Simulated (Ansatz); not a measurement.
# CH6OSiSn: up Jacob's ladder to CCSD(T)

Aim: compute CH6OSiSn with functionals from several rungs and with coupled cluster. The yardstick is the atomisation energy at the CCSD(T) limit.

Program: Ansatz 0.2.0, Gaussian basis. Level of theory: functionals in def2-TZVPP, the program's frozen cores in correlated methods. These are calculated values, not measurements.

Plan: PBE-D4, r2SCAN-D4, PBE0-D4, B3LYP-D4, ωB97X-V, ωB97M-V, B2PLYP; CCSD(T)/def2-TZVPP; MP2/def2-QZVPP; extrapolation to the limit.

### Step 1. The geometry

An earlier PBE0-D4 in a triple-zeta def2 set relaxation fixed the geometry. Sn takes the def2 core potential; no spin-orbit term is included.

SMILES `O=[C]([SiH3])[SnH3]`, 10 atoms, charge 0, spin multiplicity 1.

Atoms are counted from 1 here; the program's logs count them from 0.

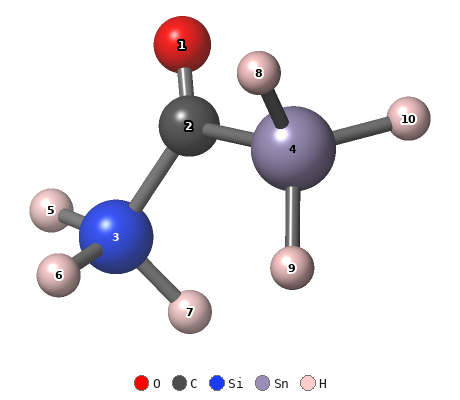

The geometry (oxygen red, carbon dark grey, silicon blue, tin purple, hydrogen pink); atoms are numbered from 1 in the order of the file.

### Step 2. PBE-D4 (GGA)

File in.yaml:

```yaml
crystal:
  periodic: [false, false, false]
  atoms:
    - {symbol: O, position_ang: [0.555778, -1.203535, -1.632797]}
    - {symbol: C, position_ang: [0.271015, -0.429467, -0.759426]}
    - {symbol: Si, position_ang: [0.451360, 1.485214, -0.936324]}
    - {symbol: Sn, position_ang: [-0.511011, -1.269926, 1.174228]}
    - {symbol: H, position_ang: [0.966699, 1.885220, -2.269069]}
    - {symbol: H, position_ang: [1.365408, 1.920536, 0.152731]}
    - {symbol: H, position_ang: [-0.897336, 2.056937, -0.680861]}
    - {symbol: H, position_ang: [0.662114, -2.337662, 1.801795]}
    - {symbol: H, position_ang: [-0.832116, -0.033607, 2.313719]}
    - {symbol: H, position_ang: [-1.948812, -2.125011, 0.839004]}
basis:
  gaussian: {orbitals: def2-TZVPP}
hamiltonian: {xc: pbe, dispersion: d4}
output: {forces: true, orbitals: {seedname: orbitals}}
```

On the command line:

```bash
> ansatz run in.yaml --threads 4 --pin off --events-out ev --progress --plain --max-ram 10444MiB
```

The runs that follow: r2SCAN-D4 (meta-GGA); PBE0-D4 (hybrid); B3LYP-D4 (hybrid); ωB97X-V (range-separated); ωB97M-V (range-separated); B2PLYP (double hybrid); CCSD(T) in def2-TZVPP; MP2 in def2-QZVPP.

Before running them: what should the planned runs give, taken together? Wanted: atomisation energy, CCSD(T)/CBS; farthest; mean size of error, hybrid; mean size of error, range-separated; gap, smallest and largest; T1 diagnostic; triples share of the correlation energy.

As calculated:

| quantity | value |
| --- | --- |
| atomisation energy, CCSD(T)/CBS | 724.8 kcal/mol |
| functionals within 7.2 kcal/mol (1.0 %) | PBE-D4, r2SCAN-D4, B3LYP-D4, ωB97X-V, ωB97M-V |
| farthest | B2PLYP (-13.8 kcal/mol) |
| mean size of error, hybrid | 6.7 kcal/mol |
| mean size of error, range-separated | 2.9 kcal/mol |
| gap, smallest and largest | 2.15 eV (PBE-D4), 8.93 eV (ωB97X-V) |
| T1 diagnostic | 0.0162 |
| triples share of the correlation energy | 3.6 % |

In words: PBE-D4 is off by +5.3 kcal/mol. Double hybrids carry the basis error of their MP2 part in triple zeta, and no dispersion term here, so their miss is partly the set-up's. Misses under about 7.2 kcal/mol are within the doubt on the reference itself, which lacks core-valence correlation, spin-orbit coupling and higher excitations, and its outer-core shells are covered unevenly. All levels share the lack of spin-orbit coupling, which lowers the free heavy atoms and so the true binding. Hartree-Fock recovers 69 % of the binding; the rest is correlation. The gap grows from 2.1 to 8.9 eV across the functionals, mostly with the share of exact exchange. Correlated methods include outer-core shells of Sn, which these sets cover unevenly.
